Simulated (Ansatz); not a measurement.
Single-point calculation, with input and output: Al2H4O

The run: single-point calculation of Al2H4O. Method and program: RKS PBE0-D4/def2-TZVPP (Ansatz 0.2.0).

The geometry comes from this level: PBE0-D4/def2-TZVP.

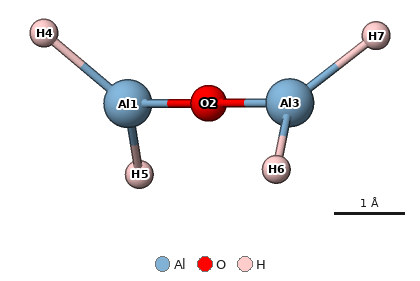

Figure 1. The input geometry (ball-and-stick view, seen at a tilt; atoms are numbered from 1 in the order of the input). Sticks mark near contacts.

## Key numbers

- outcome: converged
- total energy: −15301.0033 eV
- mean-field energy: −15300.9117 eV
- dispersion energy: −0.0916 eV
- SCF solution under orbital rotations: stable
- HOMO: −8.20 eV
- LUMO: −0.99 eV
- hardware: 2 threads of Arm Neoverse V1, 23 GiB of memory available, shared host
- wall time: 2.1 s (CPU time 4.1 s)
- peak memory: 0.32 GiB

## The input
```yaml
crystal:
  periodic: [false, false, false]
  atoms:
    - {symbol: Al, position_ang: [-1.433725, 0.281979, -0.819936]}
    - {symbol: O, position_ang: [0.009263, -0.005481, -0.005915]}
    - {symbol: Al, position_ang: [1.451362, -0.300315, 0.807043]}
    - {symbol: H, position_ang: [-1.371799, 0.981867, -2.237497]}
    - {symbol: H, position_ang: [-2.787314, -0.160937, -0.130883]}
    - {symbol: H, position_ang: [1.995163, 0.804389, 1.800544]}
    - {symbol: H, position_ang: [2.198351, -1.669400, 0.540945]}
basis:
  gaussian: {orbitals: def2-TZVPP}
hamiltonian: {xc: pbe0, dispersion: d4}
output: {orbitals: {seedname: orbitals}}
```

Run as:
```bash
ansatz run in.yaml --threads 2 --pin off --events-out ev --progress --plain --max-ram 4352MiB
```

## Log
```
Functional definition: PBE0
  name "PBE0"
  cite "Adamo & Barone, J. Chem. Phys. 110, 6158 (1999) doi:10.1063/1.478522"
  cite "Perdew, Burke & Ernzerhof, Phys. Rev. Lett. 77, 3865 (1996) doi:10.1103/PhysRevLett.77.3865"
  parent pbe
  parameter a = 0.25
  parameter kappa = 0.804
  parameter beta = 0.06672455060314922
  exchange = (1 - a)*pbe_x(kappa = kappa, mu = beta*pi^2/3) + a*exact_x
  correlation = pbe_c(beta = beta)
987 factors; their error is unknown
mean field evaluation 1: about -15294.0700 eV, gradient 6.4e1 eV
mean field evaluation 2: about -15258.8905 eV, gradient 1.4e2 eV
mean field evaluation 4: about -15300.8811 eV, gradient 1.7e0 eV
mean field evaluation 8: about -15300.9116 eV, gradient 1.2e-2 eV
mean field -15300.91164334 eV, -562.2981315624 hartree, gradient 8.1e-5 eV, S^2 0.000000; 0 other end points of the search recorded, 0 dependent functions left out
reference -15300.91168228 eV, -562.2981329935 hartree; 19, 19 occupied and 152, 152 virtual orbitals, 987 factors
Total energy: -15301.00325606 eV, -562.3014982677 hartree
```

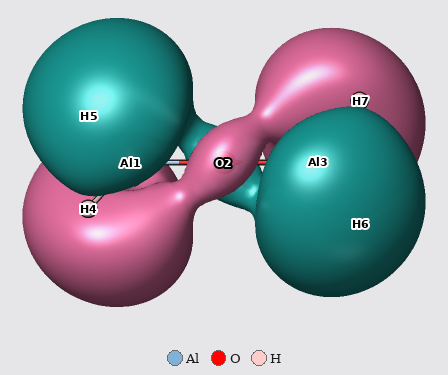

Figure 2. The LUMO at ±0.06 Å⁻³ᐟ² (teal and pink are the two phases), seen from the side. By Hirshfeld shares it lies mainly on Al1 (40 %) and Al3 (40 %). Its energy is −0.99 eV.

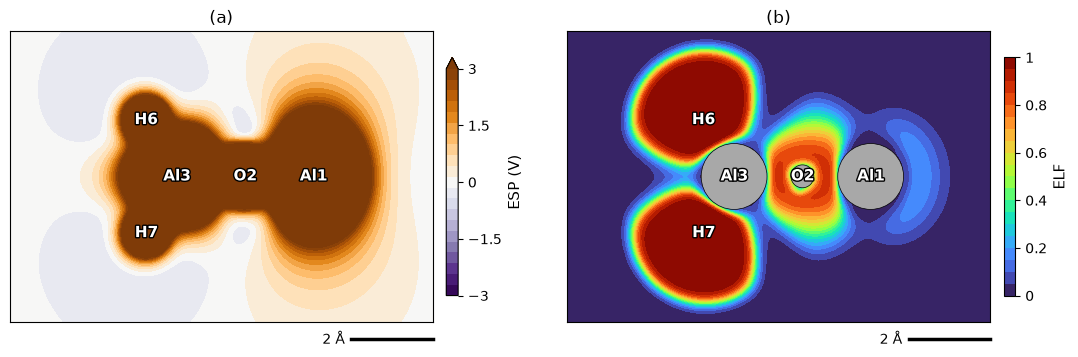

Figure 3. (a) molecular electrostatic potential; (b) ELF on the plane of atoms O2, Al3 and H6. Grey discs, where drawn, cover atomic cores. The section cuts through Al, O and H sites. Al–O (1.68 Å): the ELF peaks at about 0.90 in the valence shell of O, 0.6 Å from its nucleus, and is about 0.40 at the midpoint. Al–H (1.58 Å): the ELF climbs to about 1 towards the hydrogen, as it does in any bond to H.

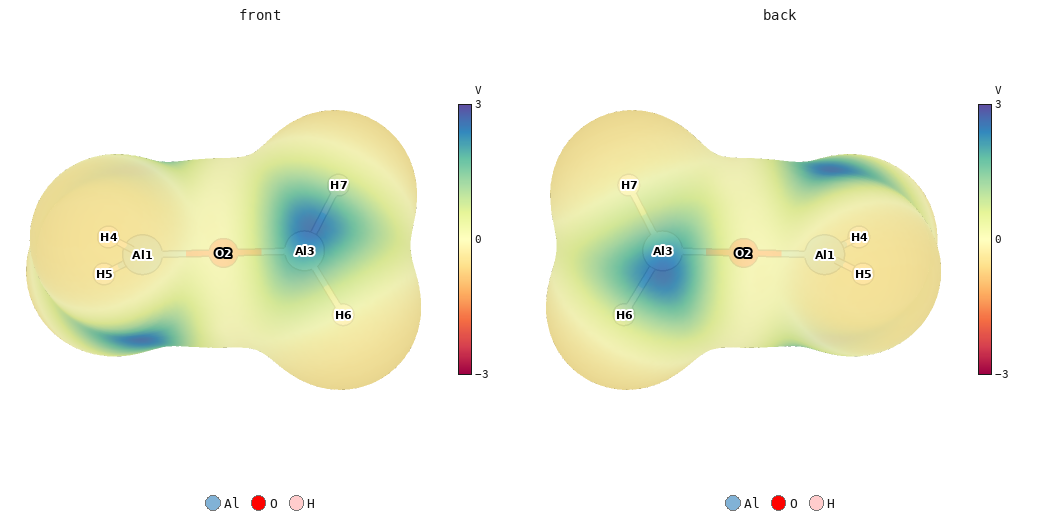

Figure 4. The molecular electrostatic potential painted on the density surface at 0.001 e/bohr³, seen at a tilt and from behind; red is negative and blue positive. A positive charge is drawn to the negative regions and a negative charge to the positive ones.

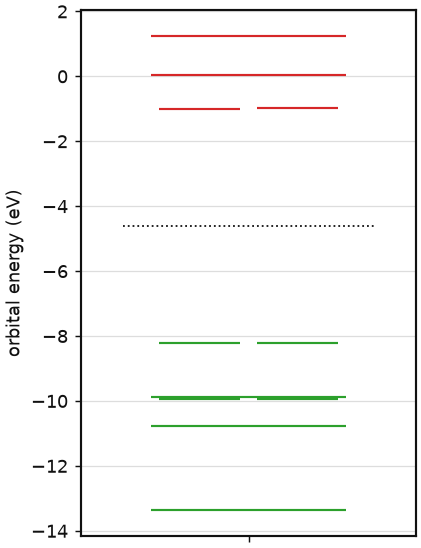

Figure 5. Orbital energies near the frontier; the dotted line parts filled from empty levels, and levels within 0.02 eV of each other stand side by side. Highest filled −8.20 eV, lowest empty −0.99 eV, 7.21 eV apart.
